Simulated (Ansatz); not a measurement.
# CH5NSeSi: the cost of one run

All numbers are computed with the Python package of Ansatz 0.2.0. Level of theory: B3LYP/def2-SVP.

### 1 The system

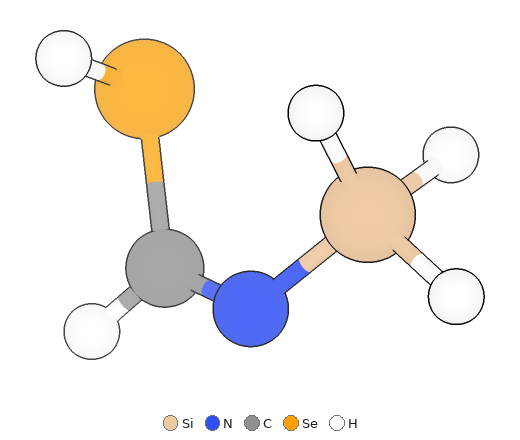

The starting structure, viewed from a chosen angle; silicon light orange, nitrogen blue, carbon grey, selenium orange, hydrogen white.

ch5nsesi.xyz, read by the script:

```xyz
9

Si   -0.04670    1.03640   -0.89930
N    -0.21670   -0.70020   -0.83310
C    -0.30570   -1.38600    0.24100
Se   -0.17230   -0.59950    2.02200
H    -0.04400    1.49860   -2.33560
H    -1.26970    1.69720   -0.26180
H     1.15450    1.52570   -0.22020
H    -0.30250   -2.45020    0.17740
H     1.29180   -0.66840    2.09250
```

### 2 The code

Contents of opt_ch5nsesi.py:

```python
# -*- coding: utf-8 -*-
'''Minimum-energy structure of CH5NSeSi.'''

from dataclasses import dataclass

import ansatz as az
import numpy as np


@dataclass(frozen=True)
class RunConfig:
    basis_set: str = 'def2-SVP'
    xc: str = 'b3lyp'


settings = RunConfig()

mol = az.Crystal.molecule_from_extxyz('ch5nsesi.xyz')

calculation = (
    mol.calculation()
    .basis(gaussian=settings.basis_set)
    .functional(settings.xc)  # exchange and correlation
)
symbols = [site.symbol for site in mol.cartesian_sites]
start = np.array([site.position_ang for site in mol.cartesian_sites], dtype=float)
rep = calculation.relax(force_tolerance=0.02, max_steps=100).run(threads=1).report
end = np.array(rep['positions_ang'])

print('reference energy %16.6f eV' % rep['reference_energy_ev'])
print('total energy     %16.6f eV' % rep['free_energy_ev'])
print('occupied (up, down):', rep['n_occupied'], ' virtual:', rep['n_virtual'], ' frozen:', rep['n_frozen'])

print('bond        before    after (A)')
for i, j in [(0, 1), (0, 4), (0, 5), (0, 6), (1, 2), (2, 3), (2, 7), (3, 8)]:
    d0, d1 = (np.linalg.norm(xyz[i] - xyz[j]) for xyz in (start, end))
    print(f'{symbols[i]}{i}-{symbols[j]}{j}'.ljust(10), f'{d0:8.4f} {d1:8.4f}')

charges = rep['charge_distribution']
dipole = np.array(charges['dipole_moment_e_ang']) * 4.803205
print('dipole (D): {:.3f} {:.3f} {:.3f}, length {:.3f}'.format(*dipole, np.linalg.norm(dipole)))
print('atom  Mulliken   Lowdin')
for symbol, m, l in zip(symbols, charges['mulliken_charges_e'], charges['lowdin_charges_e']):
    print(f'{symbol:4s} {m:9.3f} {l:8.3f}')
```

### 3 The calls as engine input

The engine receives this input:

```yaml
crystal:
  periodic: [false, false, false]
  atoms:
    - { symbol: Si, position_ang: [-0.0467, 1.0364, -0.8993] }
    - { symbol: "N", position_ang: [-0.2167, -0.7002, -0.8331] }
    - { symbol: C, position_ang: [-0.3057, -1.386, 0.241] }
    - { symbol: Se, position_ang: [-0.1723, -0.5995, 2.022] }
    - { symbol: H, position_ang: [-0.044, 1.4986, -2.3356] }
    - { symbol: H, position_ang: [-1.2697, 1.6972, -0.2618] }
    - { symbol: H, position_ang: [1.1545, 1.5257, -0.2202] }
    - { symbol: H, position_ang: [-0.3025, -2.4502, 0.1774] }
    - { symbol: H, position_ang: [1.2918, -0.6684, 2.0925] }
basis:
  gaussian:
    orbitals: def2-SVP
hamiltonian:
  xc: b3lyp
relax:
  f_tol: 0.02
  max_steps: 100
```

### 4 The run

Launch:

```sh
> python opt_ch5nsesi.py
```

**Question.** How long does this script take on 1 thread of AMD EPYC 7R43 (Zen 3), shared host, and how much memory does it need?

About 3.9 min, with a peak of 0.31 GiB.
